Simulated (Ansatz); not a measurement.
**YNbN2: a trial structure relaxed**

Aim: relax a trial structure of YNbN2 and see where it ends.

Program: Ansatz 0.2.0. Level of theory: DFT PBE, scalar-relativistic, plane waves, PAW. These are calculated values, not measurements.

**1. The system as given**

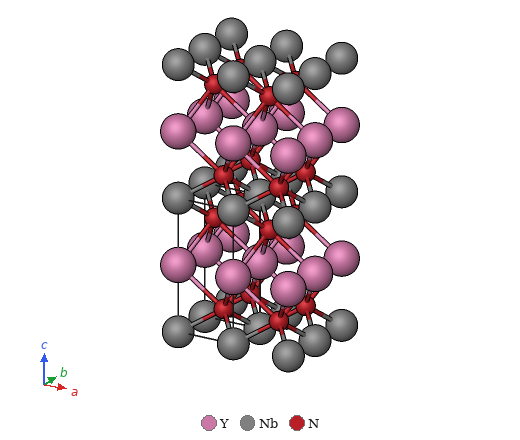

The starting structure, seen slightly off an axis (yttrium pink, niobium grey, nitrogen red). 2×2×2 cells are drawn. Atoms on the faces are drawn again on the opposite ones.

As a file:

```
CELL_PARAMETERS angstrom
3.27217 0.00000 0.00000
-1.63608 2.83378 0.00000
0.00000 0.00000 5.34387
ATOMIC_POSITIONS crystal
Y 0.00000 0.00000 0.50000
Nb 0.00000 0.00000 0.00000
N 0.33333 0.66667 0.80710
N 0.66667 0.33333 0.19290
```

Recipe of the guess: close-packed anion layers stacked AB|A, with sites between them filled layer by layer (P-3m1, No. 164). Its size is a rough estimate.

**2. A first look at the guess**

input.yaml

```yaml
crystal:
  lattice:
    - [3.27216884, 0.0, 0.0]
    - [-1.63608442, 2.83378134, 0.0]
    - [0.0, 0.0, 5.34387202]
  atoms:
    - { symbol: "Y", position: [0.0, 0.0, 0.5] }
    - { symbol: Nb, position: [0.0, 0.0, 0.0] }
    - { symbol: "N", position: [0.33333333, 0.66666667, 0.80710362] }
    - { symbol: "N", position: [0.66666667, 0.33333333, 0.19289638] }
basis:
  ecutwfc: 420
kpoints:
  mp_grid: { grid: [6, 6, 4] }
hamiltonian:
  xc: pbe
scf:
  occupations: { method: gaussian, width: 0.1 }
  lower_state_search: "off"
output:
  forces: true
  stress: true
  eigenvalues: true
```

The run is started by

```
$ ansatz run input.yaml --threads 1 --pin off --max-ram 2048MiB --backend cpu --events-out ev --progress --plain --runs-dir out
```

Further runs follow: rough relaxation on the coarse mesh; full relaxation.

**Question.** What will these runs give? Wanted: conventional cell; volume; energy over the elements; gap on the mesh.

As calculated:

| quantity | value |
| --- | --- |
| symmetry at the end (tolerance 0.05 Å) | space group P-3m1 (No. 164) |
| conventional cell | a = 3.208 Å, b = 3.208 Å, c = 5.743 Å, α = 90.00°, β = 90.00°, γ = 120.00° |
| volume | 12.79 Å³/atom |
| energy over the elements (uncorrected; H, N, O, F and Cl as molecules) | -1.03 eV/atom |
| gap on the mesh | none (metal) |

What this shows: The space group P-3m1 (No. 164) is kept, and the volume per atom grows by 3.3 % from the first guess. It lies below the elements, which doesn't yet make it stable: competing phases were not computed in this session. No finished test with a distortion of lower symmetry is shown, so the end may be a saddle point.
